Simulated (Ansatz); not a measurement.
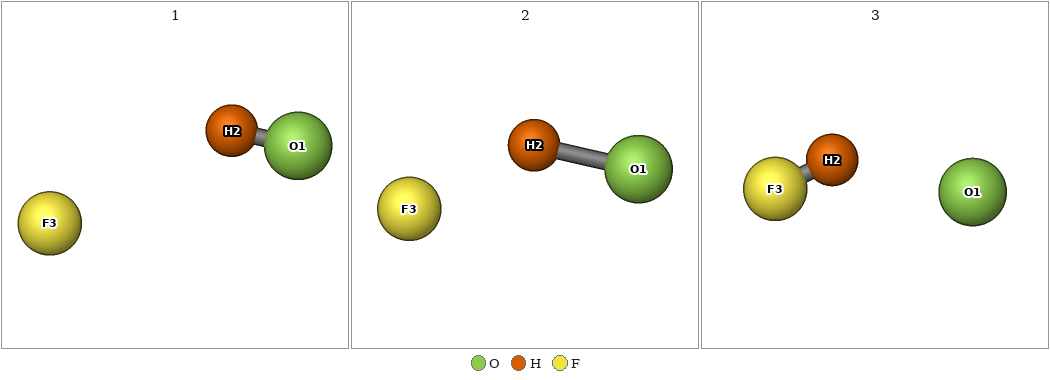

The system O + HF, spin multiplicity 3. Coordinates scanned: (1) distance O1–H2; (2) distance H2–F3. Nothing is relaxed (the angle O1–H2–F3 is fixed at 140 degrees). The grid has 9 × 9 points. Energies are in eV, from the lowest grid point. In part of the range the unrestricted reference is strongly spin-contaminated. All numbers below come from UKS PBE-D4/aug-cc-pVTZ (Ansatz 0.2.0).

The numbered pictures are structures from this grid.

Q: Rank them by energy, lowest first.

A: 2, at distance O1–H2 = 1.223 Å, distance H2–F3 = 1.596 Å: 1.14 eV; 3, at distance O1–H2 = 1.644 Å, distance H2–F3 = 0.728 Å: 2.21 eV; 1, at distance O1–H2 = 0.776 Å, distance H2–F3 = 2.328 Å: 2.84 eV.

The map, with the structures marked:

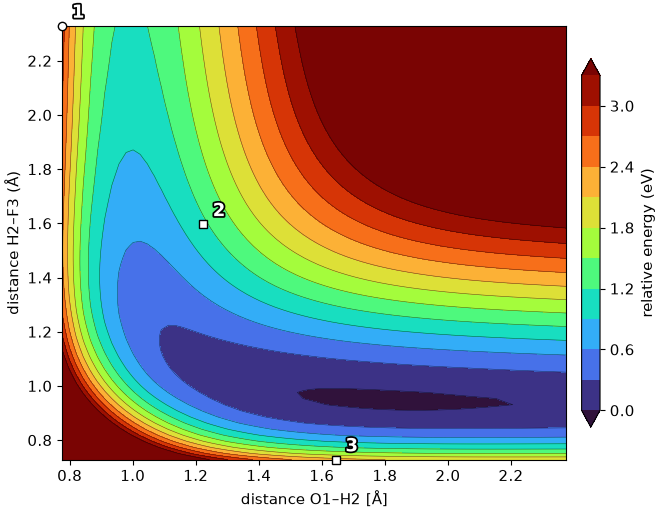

The picture shows filled contours, one colour for all values above the top of the scale. Between grid points the surface is interpolated.
